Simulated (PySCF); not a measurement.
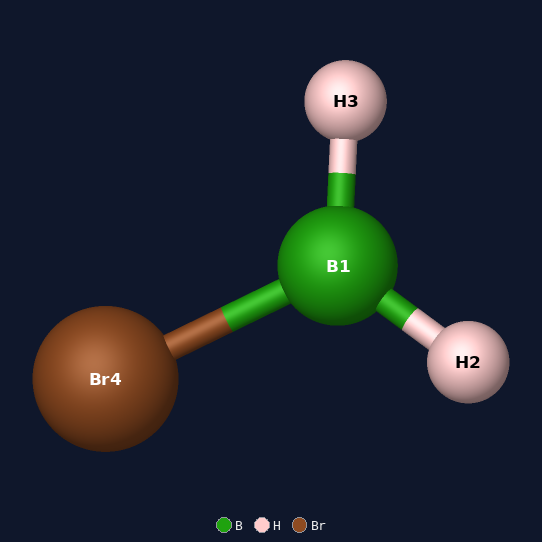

Computed geometry: PBE0-D3(BJ)/def2-SVP optimisation. No frequency run is at hand to confirm it as a minimum. Method: B3LYP/pcJ-1 (pcSseg-1 on Br) indirect spin-spin coupling, non-relativistic, gas phase (PySCF 2.14.0). Isotopes: 11B, 1H.

Give the spin–spin coupling constants of these pairs, with the number of bonds between them: B1/H3, B1/H2, H2/H3.

```
  pair  bonds apart  J (Hz)
B1, H3            1   174.2
B1, H2            1   174.1
H2, H3            2    15.9
```
